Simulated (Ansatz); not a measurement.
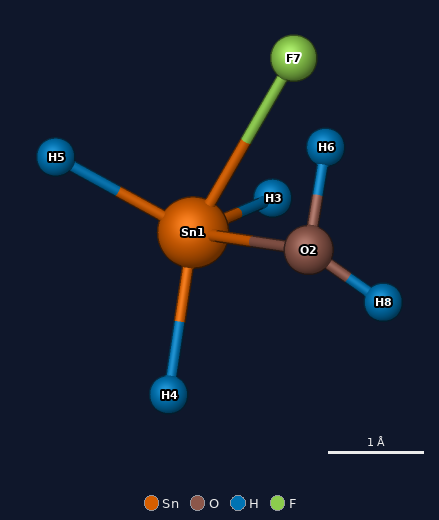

The structure as given in the input (ball-and-stick view, seen at a tilt; atoms are numbered from 1 in the order of the input). Sticks mark near contacts. Bond lengths as drawn: F–Sn 2.27 Å, H–O 0.96 to 1.12 Å, H–Sn 1.69 to 1.73 Å and O–Sn 2.16 Å.

**Single-point calculation of SnH$_{5}$OF**

- system: SnH$_{5}$OF
- method: RKS PBE0-D4/def2-TZVPP (Ansatz 0.2.0)

The geometry is a transition state. The reaction was set up to form Sn1–F7 and O2–H6 and to break Sn1–O2 and H6–F7 (atoms counted from 1 in the order of the input); sticks are drawn by distance alone. The geometry comes from this level: PBE0-D4/def2-TZVP.

**Input file**
```yaml
crystal:
  periodic: [false, false, false]
  atoms:
    - {symbol: Sn, position_ang: [-0.068030, -0.716805, 0.482652]}
    - {symbol: O, position_ang: [0.765520, 0.861516, -0.737071]}
    - {symbol: H, position_ang: [-1.539491, -1.370041, -0.060758]}
    - {symbol: H, position_ang: [1.194831, -1.762544, -0.057708]}
    - {symbol: H, position_ang: [0.164243, -0.354116, 2.119600]}
    - {symbol: H, position_ang: [-0.175963, 1.365357, -0.402562]}
    - {symbol: F, position_ang: [-1.159308, 1.267244, 0.339883]}
    - {symbol: H, position_ang: [0.818298, 0.709490, -1.684037]}
basis:
  gaussian: {orbitals: def2-TZVPP}
hamiltonian: {xc: pbe0, dispersion: d4}
output: {orbitals: {seedname: orbitals}}
```

Hardware: 4 threads of Intel Xeon, 180 GiB of memory available, shared host.

Command:
```bash
ansatz run in.yaml --threads 4 --pin off --events-out ev --progress --plain --max-ram 9574MiB
```

**Output**
```
Functional definition: PBE0
  name "PBE0"
  cite "Adamo & Barone, J. Chem. Phys. 110, 6158 (1999) doi:10.1063/1.478522"
  cite "Perdew, Burke & Ernzerhof, Phys. Rev. Lett. 77, 3865 (1996) doi:10.1103/PhysRevLett.77.3865"
  parent pbe
  parameter a = 0.25
  parameter kappa = 0.804
  parameter beta = 0.06672455060314922
  exchange = (1 - a)*pbe_x(kappa = kappa, mu = beta*pi^2/3) + a*exact_x
  correlation = pbe_c(beta = beta)
1063 factors; their error is unknown
mean field evaluation 1: about -10669.1216 eV, gradient 5.7e1 eV
mean field evaluation 2: about -10660.8492 eV, gradient 9.0e1 eV
mean field evaluation 4: about -10674.0568 eV, gradient 3.9e0 eV
mean field evaluation 8: about -10674.0785 eV, gradient 2.8e-2 eV
mean field evaluation 16: about -10674.1670 eV, gradient 4.5e-5 eV
mean field -10674.16703422 eV, -392.2684032973 hartree, gradient 4.5e-5 eV, S^2 0.000000; 0 other end points of the search recorded, 0 dependent functions left out
reference -10674.16706788 eV, -392.2684045343 hartree; 22, 22 occupied and 160, 160 virtual orbitals, 1063 factors
Total energy: -10674.26367907 eV, -392.2719549299 hartree
```

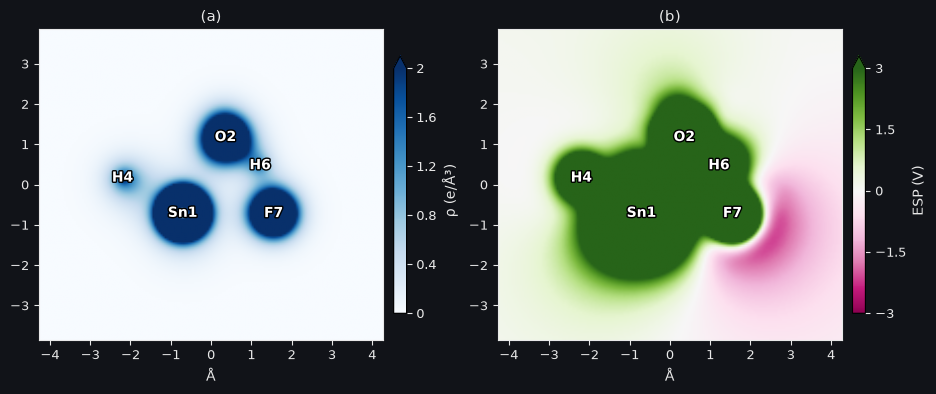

(a) electron density; (b) electrostatic potential on the plane of atoms O2, Sn1 and H4. The plane passes through Sn, O, H and F nuclei. Sn–F (2.27 Å): ρ is about 0.37 e/Å³ halfway.

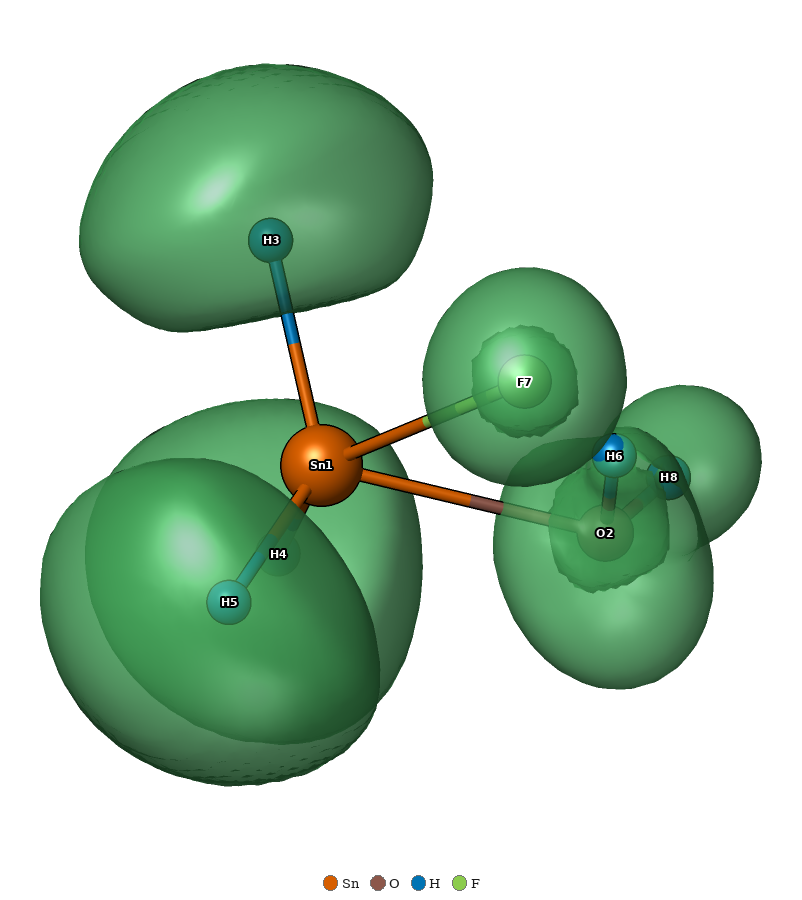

Isosurface of the electron localisation function at 0.75 (green), seen from the side. Only the valence region is drawn (cores and ρ < 0.01 e/Å³ removed). Values along the shortest contacts: Sn–O (2.16 Å): the ELF peaks at about 0.85 in the valence shell of O, 0.6 Å from its nucleus, and drops to about 0.15 between the two atoms. Sn–F (2.27 Å): the ELF is about 0.10 at the midpoint.

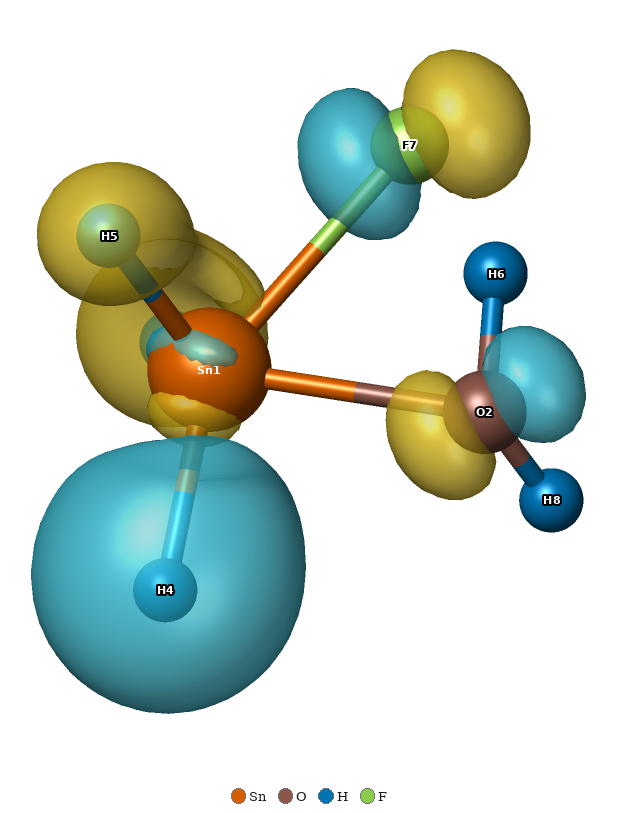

One frontier orbital at ±0.15 Å⁻³ᐟ² (yellow and cyan are the two phases), seen face on. The HOMO, at −8.45 eV. By Hirshfeld shares it lies mainly on H4 (30 %), Sn1 (30 %), F7 (15 %) and H3 (10 %).

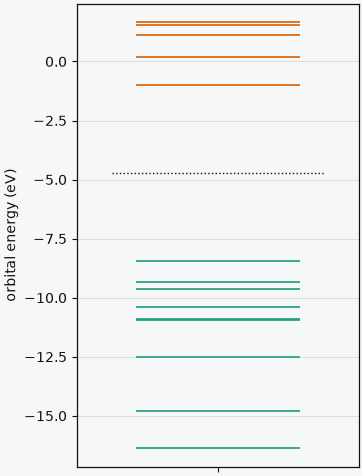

Orbital energies near the frontier; the dotted line parts filled from empty levels, and levels within 0.02 eV of each other stand side by side. Highest filled −8.45 eV, lowest empty −0.98 eV, 7.47 eV apart.

**Key numbers**

- outcome: converged
- total energy: −10674.2637 eV
- mean-field energy: −10674.1671 eV
- dispersion energy: −0.0966 eV
- SCF solution under orbital rotations: stable
- HOMO: −8.45 eV
- LUMO: −0.98 eV
- wall time: 1.9 s (CPU time 4.9 s)
- peak memory: 0.38 GiB
